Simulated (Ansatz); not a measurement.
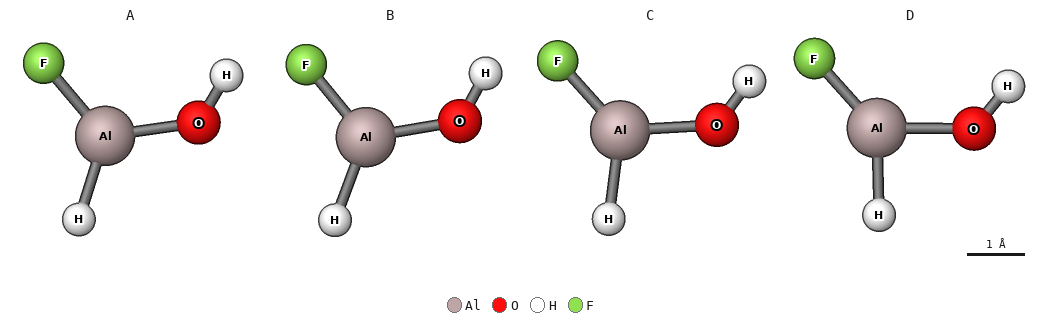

4 geometries from one relaxation of AlH2OF, in shuffled order. Style: ball-and-stick. Shown face on.

The run prepares an end point of a later path (reaction) calculation, from a guessed geometry.

The calculation used RKS PBE0/def2-SVP (Ansatz). (no spin polarisation; force threshold 0.03 eV/Å; at most 50 steps)

Question: Put them in the order of the run, from the start to the converged end.

Answer: D, C, A, B. They are steps 0, 1, 2, 5, at +12.9 kcal/mol, +4.62 kcal/mol, +3.28 kcal/mol relative to the last. The atom that moves furthest after the best rigid fit is an H atom (0.44 Å). Largest moves by element: H 0.44 Å, F 0.24 Å, Al 0.23 Å, O 0.17 Å. Some distances before and after: Al–O 1.723 → 1.689 Å, Al–H 1.541 → 1.566 Å, Al–F 1.655 → 1.664 Å. Among the angles between lasting bonds that change: O–Al–H 87.9° → 119.9°, H–Al–F 139.7° → 120.3°, O–Al–F 132.4° → 119.8°. The energy falls by 12.9 kcal/mol in 5 geometry steps. Largest force component: 1.4 eV/Å at the start, 0.011 eV/Å at the end. The run took 9.6 s on 1 thread of Intel(R) Xeon(R) Platinum 8259CL CPU @ 2.50GHz (Skylake/Cascade Lake), on a shared host, peak memory 0.14 GiB.
